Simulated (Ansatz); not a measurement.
Input file:

```
crystal:
  periodic: [false, false, false]
  atoms:
    - { symbol: C, position_ang: [-0.3353, -1.9183, -0.6536] }
    - { symbol: C, position_ang: [0.2587, -0.5993, -0.1189] }
    - { symbol: "N", position_ang: [1.50461, -0.34285, -0.82306] }
    - { symbol: S, position_ang: [-0.93217, 0.81827, -0.56433] }
    - { symbol: Si, position_ang: [0.56348, -0.52699, 1.77957] }
    - { symbol: "N", position_ang: [1.55035, 0.85469, 2.17617] }
    - { symbol: H, position_ang: [0.2734, -2.7535, -0.4937] }
    - { symbol: H, position_ang: [-0.5407, -1.787, -1.7495] }
    - { symbol: H, position_ang: [-1.3437, -2.0529, -0.1367] }
    - { symbol: H, position_ang: [1.81535, 0.64309, -0.62548] }
    - { symbol: H, position_ang: [1.30795, -0.29331, -1.84288] }
    - { symbol: H, position_ang: [-0.26662, 1.74742, 0.13667] }
    - { symbol: H, position_ang: [-0.65729, -0.43199, 2.62807] }
    - { symbol: H, position_ang: [1.39512, -1.69565, 2.26867] }
    - { symbol: H, position_ang: [2.47895, 0.6632, 1.77074] }
    - { symbol: H, position_ang: [1.69201, 0.89885, 3.1906] }
basis:
  gaussian: { orbitals: def2-SVP }
hamiltonian:
  xc: pbe
relax:
  f_tol: 0.015
  max_steps: 40
output:
  orbitals: {}
```

Launched as:

```sh
ansatz run input.yaml --threads 2 --pin off --max-ram 3072MiB --backend cpu --events-out ev --progress --plain --runs-dir out
```

The fields are those of the run's last geometry, not of the input's.

Theory: RKS PBE/def2-SVP (Ansatz).

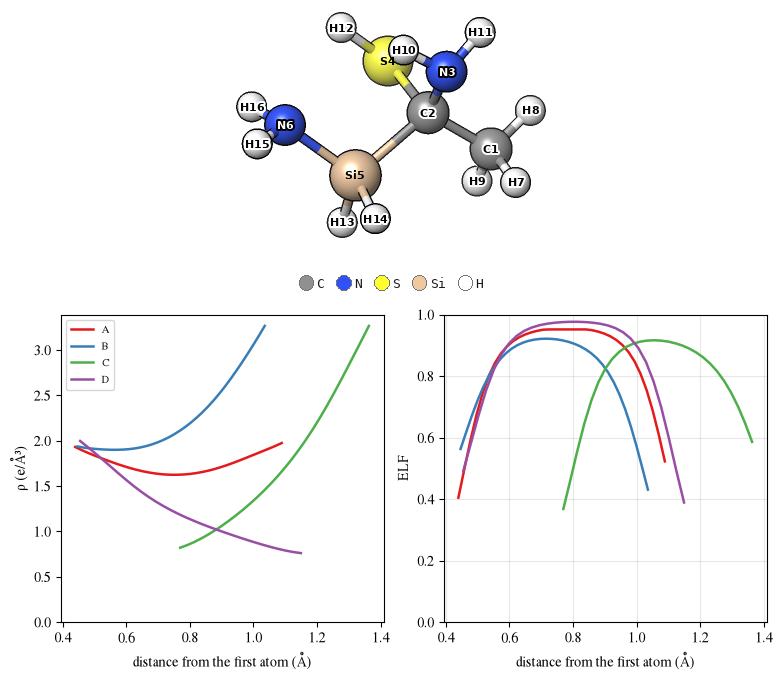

C$_{2}$H$_{10}$N$_{2}$SSi (SMILES CC(N)(S)[SiH2]N). Electron density and ELF along straight lines between neighbouring atoms. The curves leave out the atomic cores. The structure is drawn too.

Q: Which curve belongs to which contact (C–C, C–N, C–Si and Si–N)? The first atom named is at distance zero.

A: Curve A: C–C (1.53 Å): ρ at the midpoint is about 1.6 e/Å³; the ELF peaks at about 0.95 between the atoms (a covalent bond). Curve B: C–N (1.43 Å): ρ is about 2 e/Å³ halfway; the ELF peaks at about 0.90 between the atoms, as expected for a covalent bond. Curve C: Si–N (1.76 Å): ρ is about 1 e/Å³ halfway; the ELF peaks at about 0.90 between the atoms, as expected for a shared but strongly polarised pair. Curve D: C–Si (1.92 Å): ρ is about 0.93 e/Å³ halfway; the ELF peaks at about 1 between the atoms; a shared electron pair.
